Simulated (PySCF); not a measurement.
Molecule: SMILES [O+]#[C-]->[V](<-[C-]#[O+])(<-[C-]#[O+])(<-[C-]#[O+])(<-[C-]#[O+])<-[C-]#[O+], doublet. Atoms near the plane z = 0.6 Å, at the CAM-B3LYP/def2-SVP optimised geometry (x, y, z in Å): V1 (0.0, 0.0, 0.0), O2 (0.2, 3.1, 0.0), C3 (0.1, 2.0, 0.0), O6 (3.1, 0.0, 0.0), C7 (2.0, 0.0, 0.0), O8 (-3.1, 0.0, 0.0), C9 (-2.0, 0.0, 0.0), O12 (-0.2, -3.1, 0.0), C13 (-0.1, -2.0, 0.0).

Method: unrestricted CAM-B3LYP/def2-TZVP (PySCF). The values are rescaled to run from 0 to 1.

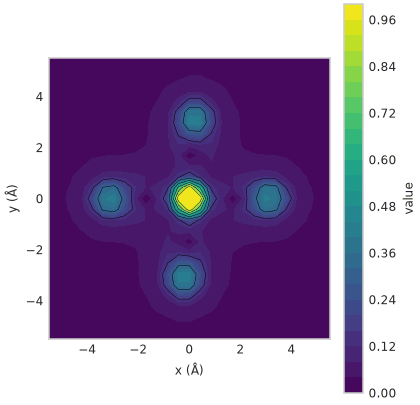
Fig. 1. a field on the plane z = 0.6 Å.

Which quantity is mapped?
(A) log10 of the electron density
(B) Laplacian of the electron density
(C) an orbital amplitude
(D) deformation density (molecule minus spherical neutral atoms)

B, Laplacian of the electron density. In full: Laplacian of the electron density (e/bohr⁵), clipped to [-1.50, 1.50].
